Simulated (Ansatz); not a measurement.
System BN (space group F-43m, No. 216); source of the atomic positions: the input geometry of an electronic-structure calculation (not necessarily at equilibrium); the starting structure was generated, so it need not be a known form of this composition.

Space group F-43m (No. 216). a = 3.610 Å, b = 3.610 Å, c = 3.610 Å, α = 90.00°, β = 90.00°, γ = 90.00°
```json
{"atom": "B", "site": "4a", "symmetry": "-43m", "x": "0.0000", "y": "0.0000", "z": "0.0000"}
{"atom": "N", "site": "4c", "symmetry": "-43m", "x": "0.2500", "y": "0.7500", "z": "0.7500"}
```

Describe the stacking along [111], naming the columns A, B, C as they first turn up.

B(A) – N(A) – B(B) – N(B) – B(C) – N(C) (six layers in 6.25 Å).

N layers alone: ABC, the cubic close-packed type.

B: three tetrahedral sites in each hexagonal cell.

Polytype symbol 3C, the symbol of a tetrahedral polytype (number of double layers in the repeat and lattice).

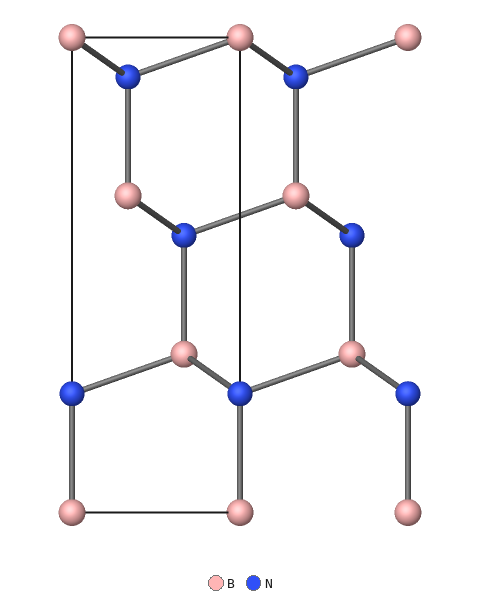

Projection along an edge of the hexagonal mesh, stacking direction [111] upwards. Every atom sits on one of the three columns of the mesh; call them A, B, C in the order in which they first turn up. The box is the hexagonal cell of the face-centred cubic lattice. The sequence starts with the first layer at or above the cell's origin.
